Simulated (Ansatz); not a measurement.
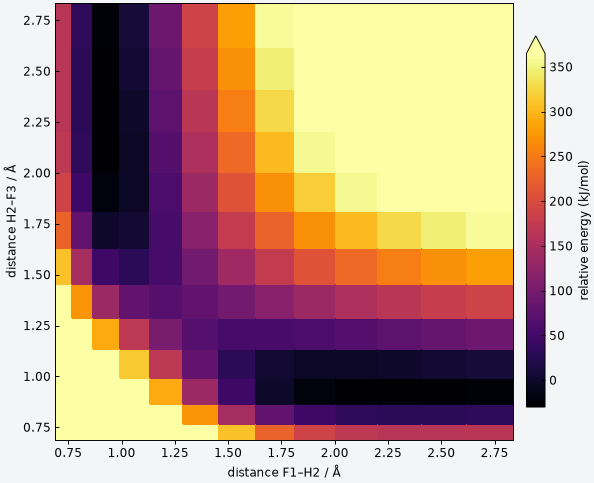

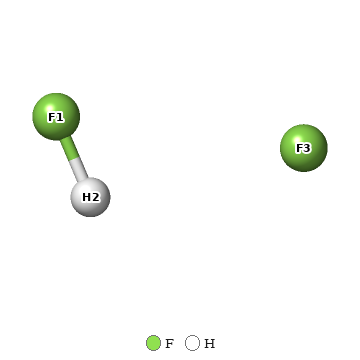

Energy landscape of the system F⁻ + HF. First axis: distance F1–H2. Second axis: distance H2–F3. Nothing is relaxed (the angle F1–H2–F3 is fixed at 100 degrees). The scan uses a 13 × 13 grid; 91 points were computed and 78 follow by symmetry. All energies are given in kJ/mol relative to F with charge -1 far from the relaxed HF (each part in its own basis). The restricted reference is unstable at some or all points, so the energies there are unreliable. Method: Ansatz, RHF-CCSD(T), frozen core/def2-TZVPD.

The picture shows one coloured cell a grid point, one colour for all values above the top of the scale. The second picture is the structure at the lowest point.

Question: Where are the wells?

Answer: The lowest grid point is at distance F1–H2 = 0.923 Å, distance H2–F3 = 2.306 Å, −30 kJ/mol from F with charge -1 far from the relaxed HF (each part in its own basis); the map holds 2 wells of about this depth. It is the only kind of minimum in the scanned range. The highest grid point, distance F1–H2 = 0.728 Å, distance H2–F3 = 0.728 Å, lies 2951 kJ/mol above the lowest.

The values on the grid:

| distance H2–F3 ↓, distance F1–H2 → | 0.728 | 0.807 | 0.923 | 1.058 | 1.207 | 1.369 | 1.540 | 1.720 | 1.909 | 2.104 | 2.306 | 2.514 | 2.728 |
| --- | --- | --- | --- | --- | --- | --- | --- | --- | --- | --- | --- | --- | --- |
| 2.728 | 165 | 32 | −24 | 10 | 91 | 188 | 281 | 360 | 422 | 463 | 487 | 498 | 503 |
| 2.514 | 164 | 30 | −28 | 5 | 84 | 179 | 269 | 346 | 406 | 448 | 476 | 492 | 498 |
| 2.306 | 164 | 29 | −30 | 0 | 76 | 167 | 254 | 327 | 385 | 427 | 456 | 476 | 487 |
| 2.104 | 170 | 33 | −29 | −4 | 67 | 153 | 233 | 302 | 356 | 397 | 427 | 448 | 463 |
| 1.909 | 188 | 47 | −22 | −4 | 59 | 136 | 208 | 269 | 318 | 356 | 385 | 406 | 422 |
| 1.720 | 228 | 79 | 0 | 5 | 54 | 116 | 176 | 227 | 269 | 302 | 327 | 346 | 360 |
| 1.540 | 308 | 146 | 47 | 29 | 55 | 96 | 138 | 176 | 208 | 233 | 254 | 269 | 281 |
| 1.369 | 459 | 272 | 136 | 79 | 68 | 78 | 96 | 116 | 136 | 153 | 167 | 179 | 188 |
| 1.207 | 725 | 491 | 291 | 170 | 103 | 68 | 55 | 54 | 59 | 67 | 76 | 84 | 91 |
| 1.058 | 1136 | 831 | 533 | 316 | 170 | 79 | 29 | 5 | −4 | −4 | 0 | 5 | 10 |
| 0.923 | 1688 | 1297 | 874 | 533 | 291 | 136 | 47 | 0 | −22 | −29 | −30 | −28 | −24 |
| 0.807 | 2342 | 1847 | 1297 | 831 | 491 | 272 | 146 | 79 | 47 | 33 | 29 | 30 | 32 |
| 0.728 | 2921 | 2342 | 1688 | 1136 | 725 | 459 | 308 | 228 | 188 | 170 | 164 | 164 | 165 |

Each point was launched as `ansatz run input.yaml --threads 1 --pin off --max-ram 2560MiB --backend cpu --events-out ev --progress --plain --runs-dir out`. Time for the 91 points that were run: 25 min on 1 thread of Arm Neoverse V2, with other jobs on the host.
